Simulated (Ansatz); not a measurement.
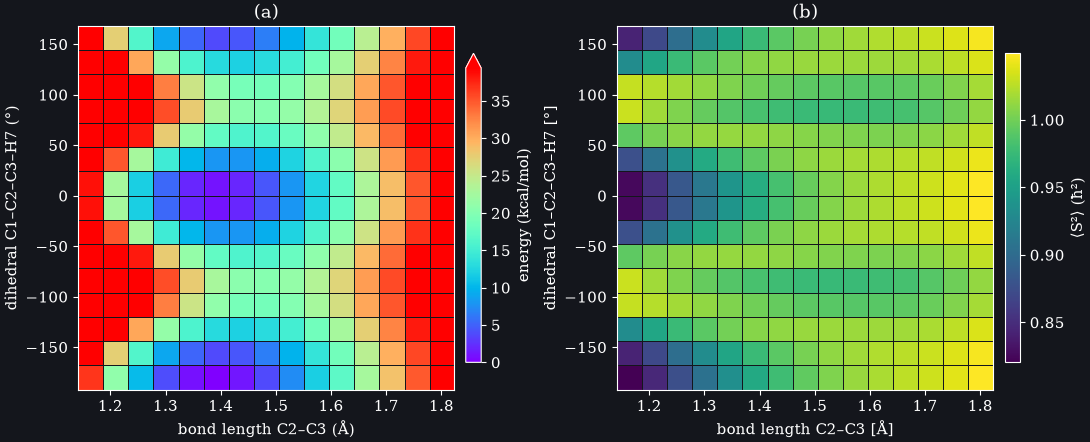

C3H5, SMILES [CH2]C=C, spin multiplicity 2. Coordinates scanned: (1) bond length C2–C3; (2) dihedral C1–C2–C3–H7. Nothing is relaxed (all other coordinates rigid). Grid: 15 × 15 points; 121 points were computed and 104 follow by symmetry. Points are written as (first, second). Energies are in kcal/mol, from the lowest grid point. All numbers below come from UHF/def2-TZVP (Ansatz 0.2.0).

Panel (a) is the energy and panel (b) the computed ⟨S²⟩ on the same grid.

The picture shows one coloured cell a grid point, one colour for all values above the top of the scale.

How does the ⟨S²⟩ vary over the map, and what is it at the lowest grid point?

Answer. Leaving out the highest fifth of the energies, it runs from 0.82 ħ² at (1.164 Å, −180°) to 1.04 ħ² at (1.756 Å, −180°). At the lowest grid point, (1.392 Å, −180°), it is 0.96 ħ².
